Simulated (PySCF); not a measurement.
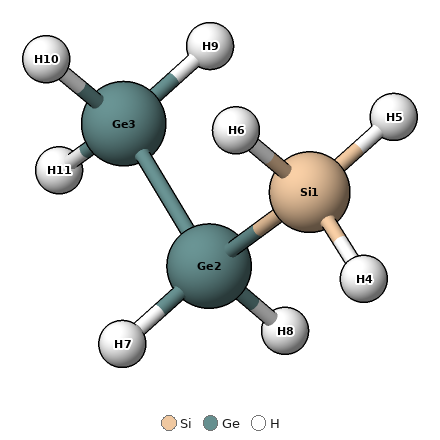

Ge₂SiH₈, SMILES [SiH3][GeH2][GeH3], singlet. Vertical core-electron binding energies by ΔSCF (B3LYP, pcX-2 on the ionised atom, pcseg-1 elsewhere, spin-free X2C; PySCF 2.14.0, at a PBE0-D3(BJ)/def2-SVP geometry (no frequency check)), gas phase, against the vacuum level. One atom of each kind was ionised; within a panel, areas follow the number of like atoms and 2j + 1 (2p levels are split by first-order spin-orbit coupling, an approximation), each panel is scaled alone, Gaussians of 0.8 eV full width. Only the regions named are shown. Lines closer than the width merge in the curve.

Q: Predict the Si 2p and Si 1s photoelectron lines.

A:
| level | atoms | binding energy (eV) |
| --- | --- | --- |
| Si 2p1/2 | Si1 | 107.1 |
| Si 2p3/2 | Si1 | 106.5 |
| Si 1s | Si1 | 1844.9 |

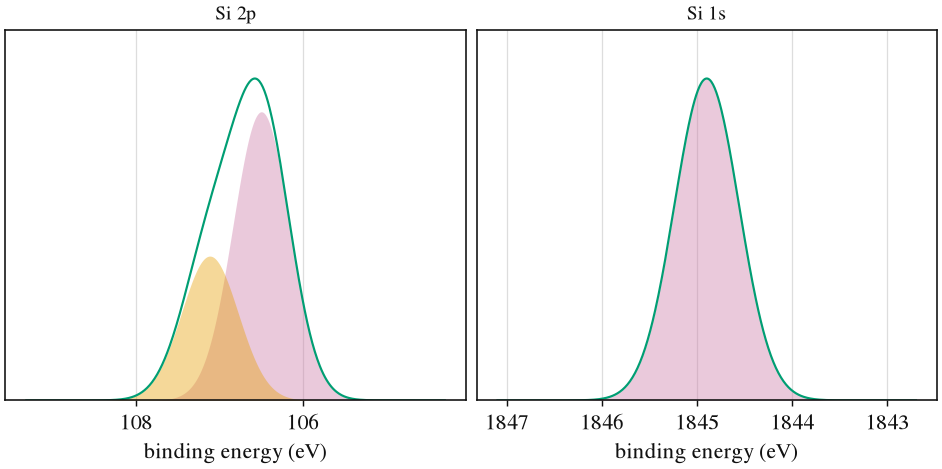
